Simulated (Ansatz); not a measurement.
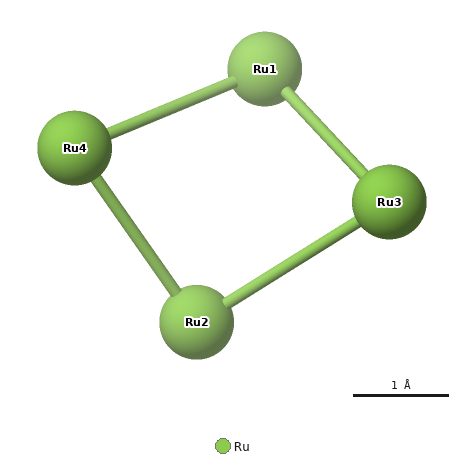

*The input geometry (ball-and-stick view, seen at a tilt; atoms are numbered from 1 in the order of the input). Sticks mark near contacts.*

## Single-point calculation, with input and output: Ru4 (charge −1)

The run: single-point calculation of Ru4, charge −1, multiplicity 2. Method and program: UKS PBE0-D4/def2-TZVPD (Ansatz 0.2.0).

The geometry comes from this level: PBE0-D4/def2-SVPD.

The program's output:
```
Functional definition: PBE0
  name "PBE0"
  cite "Adamo & Barone, J. Chem. Phys. 110, 6158 (1999) doi:10.1063/1.478522"
  cite "Perdew, Burke & Ernzerhof, Phys. Rev. Lett. 77, 3865 (1996) doi:10.1103/PhysRevLett.77.3865"
  parent pbe
  parameter a = 0.25
  parameter kappa = 0.804
  parameter beta = 0.06672455060314922
  exchange = (1 - a)*pbe_x(kappa = kappa, mu = beta*pi^2/3) + a*exact_x
  correlation = pbe_c(beta = beta)
these checks for a lower state are left out or cut short: starts
1512 factors; their error is unknown
mean field evaluation 1: about -10325.7429 eV, gradient 1.6e1 eV
mean field evaluation 2: about -10325.9622 eV, gradient 3.3e-1 eV
mean field evaluation 4: about -10326.0193 eV, gradient 4.9e-2 eV
mean field evaluation 8: about -10326.0193 eV, gradient 2.5e-5 eV
mean field -10326.01928530 eV, -379.4742095074 hartree, gradient 9.1e-6 eV, S^2 5.521849; 0 other end points of the search recorded, 0 dependent functions left out
reference -10326.01931108 eV, -379.4742104550 hartree; 33, 32 occupied and 127, 128 virtual orbitals, 1512 factors
Total energy: -10326.25669945 eV, -379.4829343165 hartree
Checks for a lower state left out: starts
```

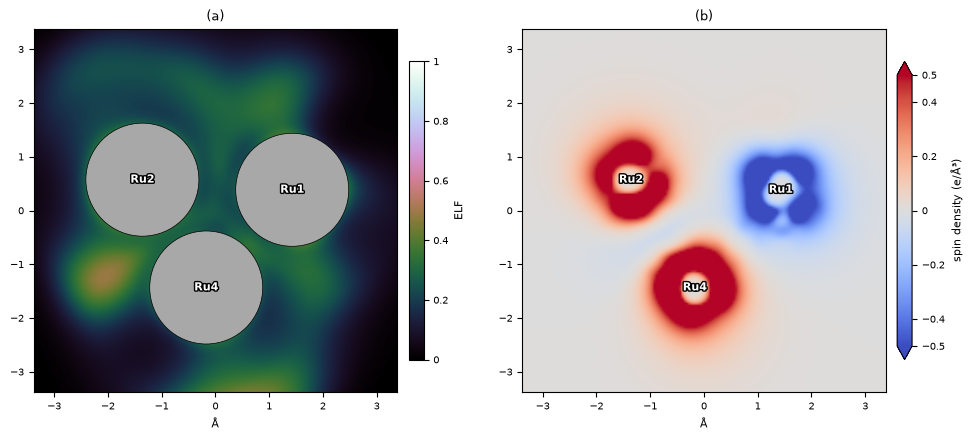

*(a) ELF; (b) spin density on the plane of atoms Ru1, Ru4 and Ru2. Grey discs, where drawn, cover atomic cores.*

Ru–Ru (2.33 Å): the ELF is about 0.30 at the midpoint. Ru–Ru (2.42 Å): the ELF is about 0.30 at the midpoint. The unpaired spin (1 electron) lies mostly on Ru4 (about 3.1) and Ru2 (about 2.5), in electrons by Hirshfeld's partition, with opposite, polarisation-induced spin on Ru3 and Ru1.

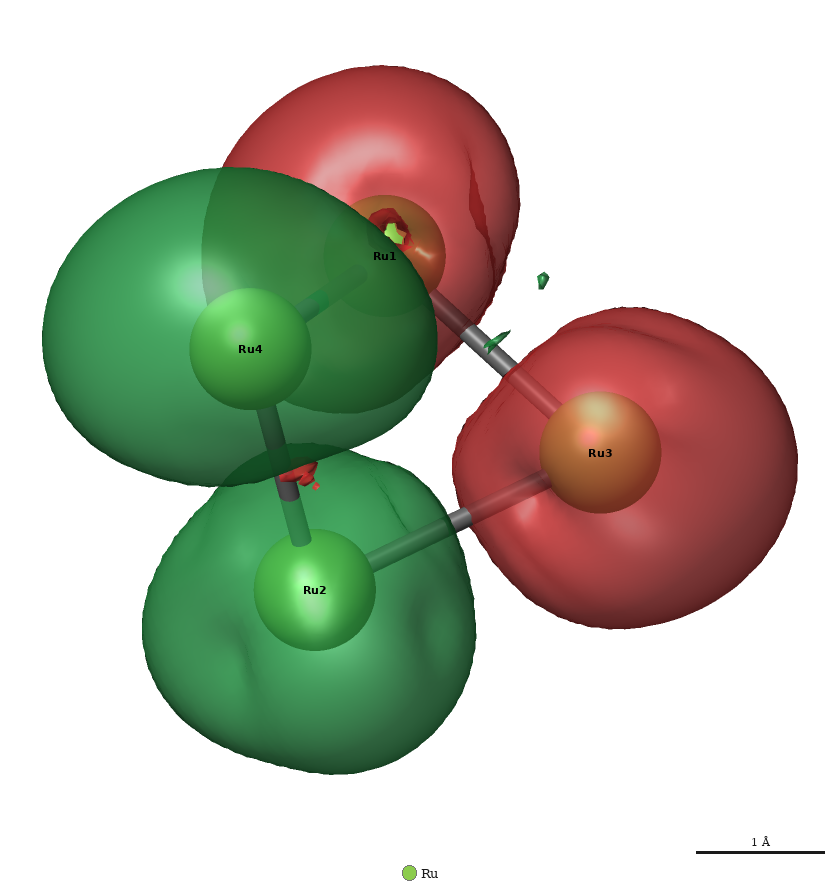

*Isosurfaces of the spin density at +0.05 (green) and −0.05 e/Å³ (red), seen at a tilt.*

The unpaired spin (1 electron) lies mostly on Ru4 (about 3.1) and Ru2 (about 2.5), in electrons by Hirshfeld's partition, with opposite, polarisation-induced spin on Ru3 and Ru1.

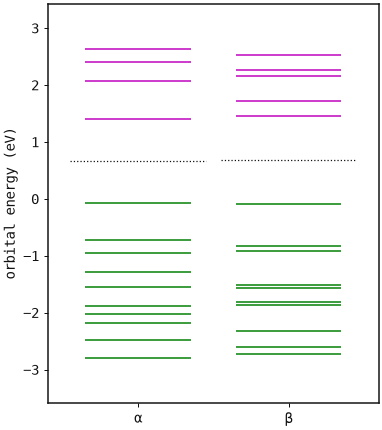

*Orbital energies near the frontier for α and β spins; the dotted line parts filled from empty levels, and levels within 0.02 eV of each other stand side by side.*

α: highest filled −0.08 eV, lowest empty 1.41 eV, 1.49 eV apart; β: highest filled −0.08 eV, lowest empty 1.46 eV, 1.54 eV apart.

The run was set up as follows.

The input:
```yaml
crystal:
  periodic: [false, false, false]
  atoms:
    - {symbol: Ru, position_ang: [0.039071, -0.149573, 1.444698]}
    - {symbol: Ru, position_ang: [-0.974696, 0.240986, -1.129042]}
    - {symbol: Ru, position_ang: [0.784393, 1.585246, 0.114902]}
    - {symbol: Ru, position_ang: [0.151232, -1.676659, -0.430558]}
basis:
  gaussian: {orbitals: def2-TZVPD, initial_orbitals: start.molden}
total_charge: -1
magnetization: {spin_polarized: true, initial_magnetization: 1}
hamiltonian: {xc: pbe0, dispersion: d4}
scf: {omitted_lower_state_checks: [starts]}
output: {orbitals: {seedname: orbitals}}
```

Launched with:
```bash
ansatz run in.yaml --threads 4 --pin off --events-out ev --progress --plain --max-ram 3916MiB
```

Summary:

```json
{"quantity": "outcome", "value": "converged"}
{"quantity": "total energy", "value": "−10326.2567 eV"}
{"quantity": "mean-field energy", "value": "−10326.0193 eV"}
{"quantity": "dispersion energy", "value": "−0.2374 eV"}
{"quantity": "⟨S²⟩", "value": "5.522"}
{"quantity": "SCF solution under orbital rotations", "value": "stable"}
{"quantity": "HOMO (either spin)", "value": "−0.08 eV"}
{"quantity": "LUMO (either spin)", "value": "1.41 eV"}
{"quantity": "hardware", "value": "4 threads of Arm Neoverse V2, 23 GiB of memory available, shared host"}
{"quantity": "wall time", "value": "22 s (CPU time 86 s)"}
{"quantity": "peak memory", "value": "0.94 GiB"}
```

Notes:

⟨S²⟩ is 5.52 against 0.75 for a pure state: the solution is spin-contaminated.
